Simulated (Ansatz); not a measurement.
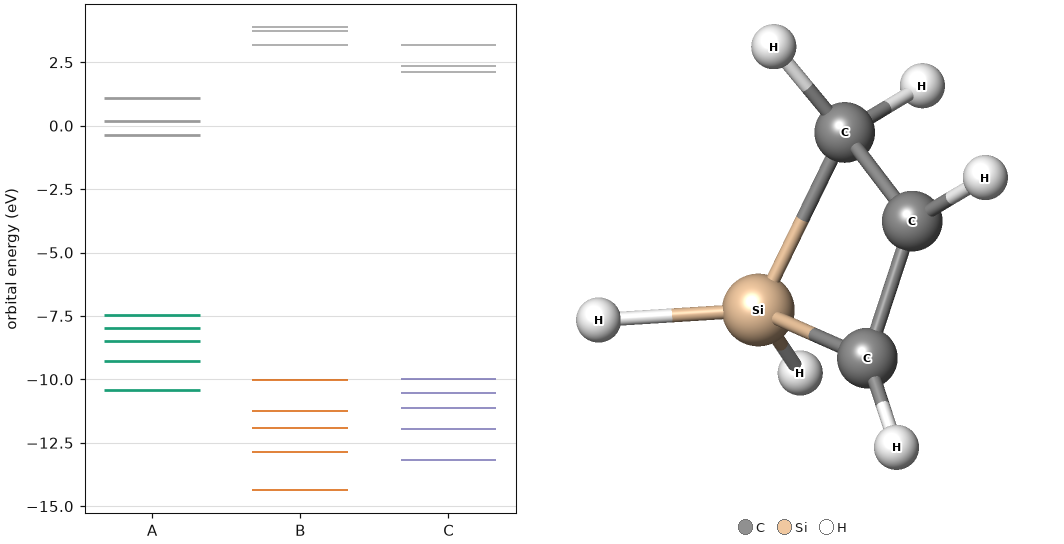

Frontier orbital energies of C₃H₆Si, SMILES C1=C[SiH2]C1 at one geometry, def2-TZVPP, the Ansatz code 0.2.0, at a PBE0-D4/def2-TZVP geometry (a minimum by its frequencies). Empty levels are grey, levels within 0.1 eV stand side by side; all columns show the same few orbitals around the gap.

> The columns come from B3LYP, HF and ωB97X-V. Which is which?

A: B3LYP (HOMO −7.46, LUMO −0.37, separation 7.09 eV)
B: HF (HOMO −10.03, LUMO 3.17, separation 13.20 eV)
C: ωB97X-V (HOMO −10.00, LUMO 2.12, separation 12.12 eV)

Caveats, for all or some of the runs: empty levels above zero depend strongly on the basis.
